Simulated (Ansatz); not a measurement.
Single-point calculation, with input and output: B₂Si

- system: B₂Si
- method: RKS PBE0-D4/def2-TZVP (Ansatz 0.2.0)

The geometry comes from this level: r2SCAN-D4/def2-TZVP.

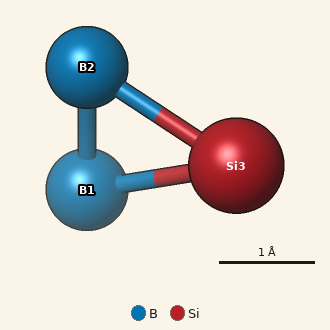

Figure 1. The structure (ball-and-stick view, seen at a tilt; atoms are numbered from 1 in the order of the input).

The input:
```yaml
crystal:
  periodic: [false, false, false]
  atoms:
    - {symbol: B, position_ang: [0.028393, 0.855917, 0.415395]}
    - {symbol: B, position_ang: [-0.645680, 0.085164, -0.694117]}
    - {symbol: Si, position_ang: [0.617287, -0.941081, 0.278721]}
basis:
  gaussian: {orbitals: def2-TZVP, initial_orbitals: start.molden}
hamiltonian: {xc: pbe0, dispersion: d4}
output: {orbitals: {seedname: orbitals}}
```

Hardware: 2 threads of Arm Neoverse V2, 23 GiB of memory available, shared host.

Command:
```bash
ansatz run in.yaml --threads 2 --pin off --events-out ev --progress --plain --max-ram 4352MiB
```

Output:
```
Functional definition: PBE0
  name "PBE0"
  cite "Adamo & Barone, J. Chem. Phys. 110, 6158 (1999) doi:10.1063/1.478522"
  cite "Perdew, Burke & Ernzerhof, Phys. Rev. Lett. 77, 3865 (1996) doi:10.1103/PhysRevLett.77.3865"
  parent pbe
  parameter a = 0.25
  parameter kappa = 0.804
  parameter beta = 0.06672455060314922
  exchange = (1 - a)*pbe_x(kappa = kappa, mu = beta*pi^2/3) + a*exact_x
  correlation = pbe_c(beta = beta)
606 factors; their error is unknown
mean field evaluation 1: about -9219.1256 eV, gradient 4.7e0 eV
mean field evaluation 2: about -9219.1431 eV, gradient 5.4e-2 eV
mean field evaluation 4: about -9219.1796 eV, gradient 5.4e-4 eV
mean field evaluation 8: about -9213.0079 eV, gradient 4.3e1 eV
mean field evaluation 16: about -9219.1418 eV, gradient 2.3e-2 eV
mean field -9219.17962272 eV, -338.7986021504 hartree, gradient 2.3e-5 eV, S^2 0.000000; 1 other end points of the search recorded, 0 dependent functions left out
reference -9219.17964491 eV, -338.7986029660 hartree; 12, 12 occupied and 87, 87 virtual orbitals, 606 factors
Total energy: -9219.24559657 eV, -338.8010266447 hartree
```

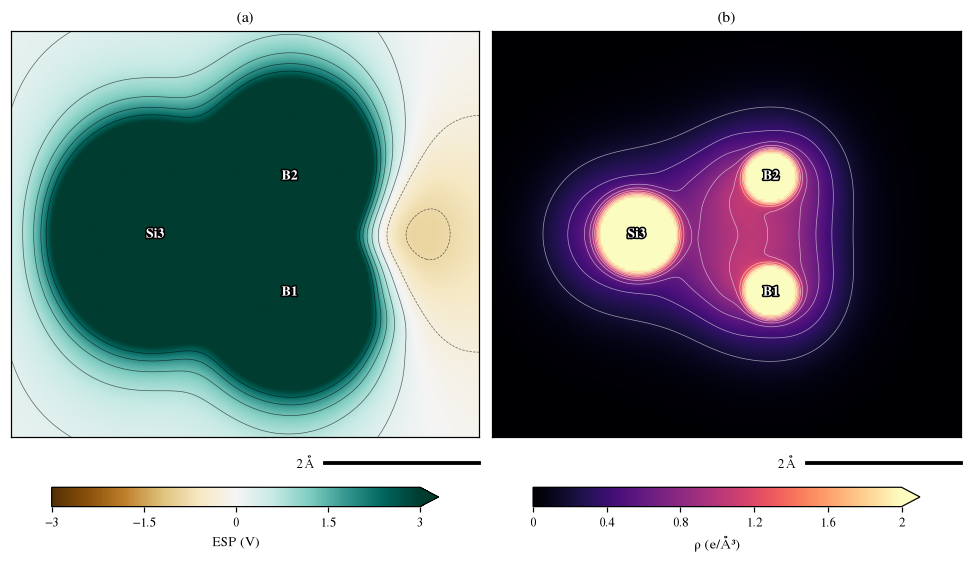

Figure 2. (a) electrostatic potential; (b) total electron density on the molecular plane. Atoms in the plane: B and Si. Si–B (1.90 Å): ρ is about 0.81 e/Å³ halfway.

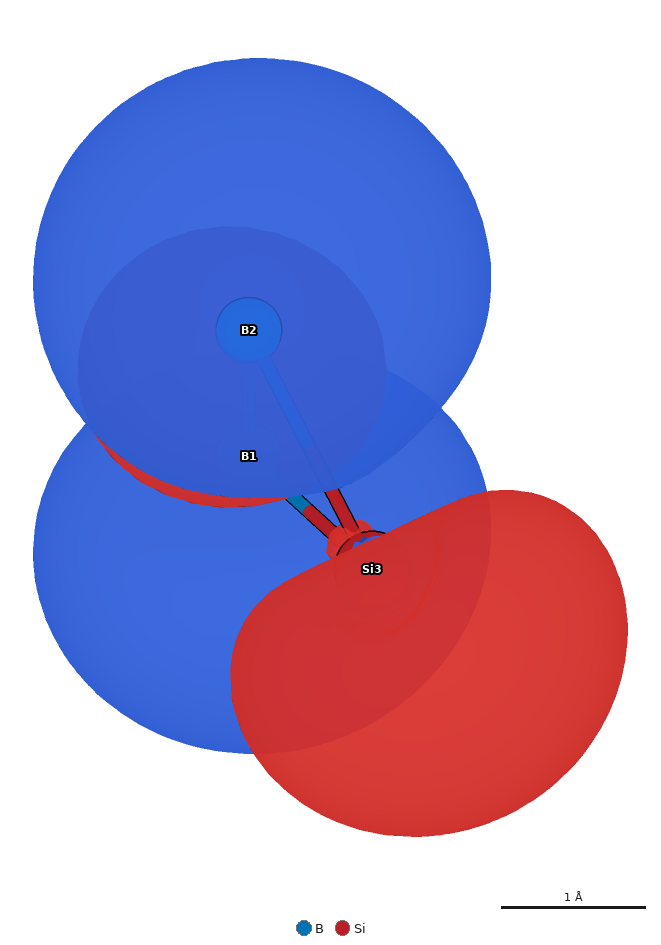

Figure 3. One frontier orbital at ±0.06 Å⁻³ᐟ² (red and blue are the two phases), seen at an oblique angle. The LUMO, at −4.12 eV. It lies mainly on B1 (40 %), B2 (40 %) and Si3 (20 %); it is symmetric in the molecular plane (σ or in-plane lone-pair type).

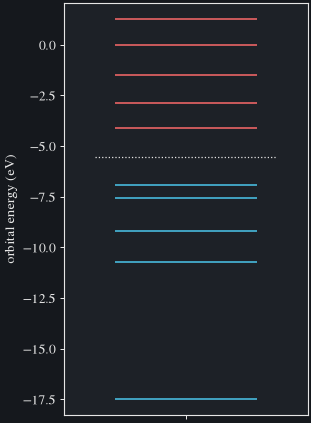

Figure 4. Orbital energies near the frontier; the dotted line parts filled from empty levels, and levels within 0.02 eV of each other stand side by side. Highest filled −6.93 eV, lowest empty −4.12 eV, 2.81 eV apart.

Key numbers:

- outcome: converged
- total energy: −9219.2456 eV
- mean-field energy: −9219.1796 eV
- dispersion energy: −0.0660 eV
- SCF solution under orbital rotations: stable
- HOMO: −6.93 eV
- LUMO: −4.12 eV
- wall time: 0.85 s (CPU time 1.5 s)
- peak memory: 0.12 GiB
